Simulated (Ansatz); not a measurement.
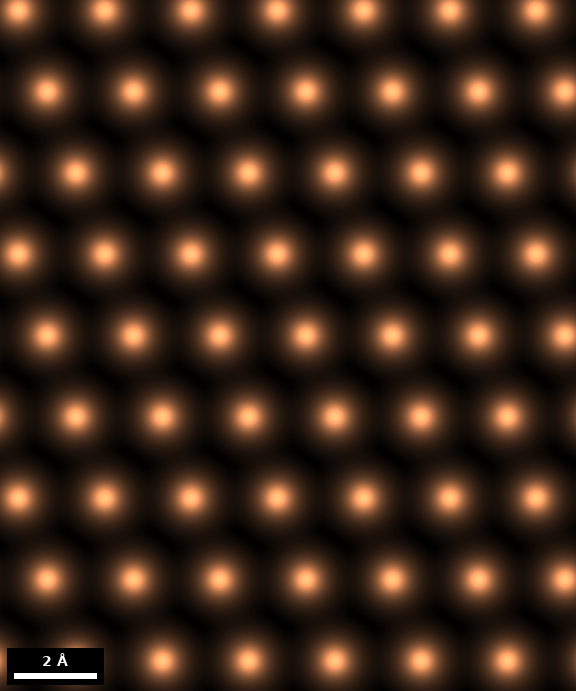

Projected-potential map of a crystal. Computed as the sum of neutral-atom potentials (tabulated electron scattering factors, B = 0.5 Å²) projected along the beam and smoothed by 0.25 Å; brighter is more positive. The display is stretched by a gamma of 0.6; percentages refer to the linear signal.

Question: Give the net of the columns and its spacings.

Answer: The pattern repeats on a centred rectangular net of 2.4 × 3.4 Å.

Question: Which plane group does this projection have?

Answer: c2mm: perpendicular mirror lines on a centred net, with further twofold points between them.

Question: How many columns does the smallest repeating cell hold, and how many levels of brightness?

Answer: 1 column in the primitive cell of 4.1 Å², all of one brightness.

The crystal is Ni (Fm-3m, No. 225) seen along [110]. Model: the input geometry of an electronic-structure calculation (not necessarily at equilibrium).
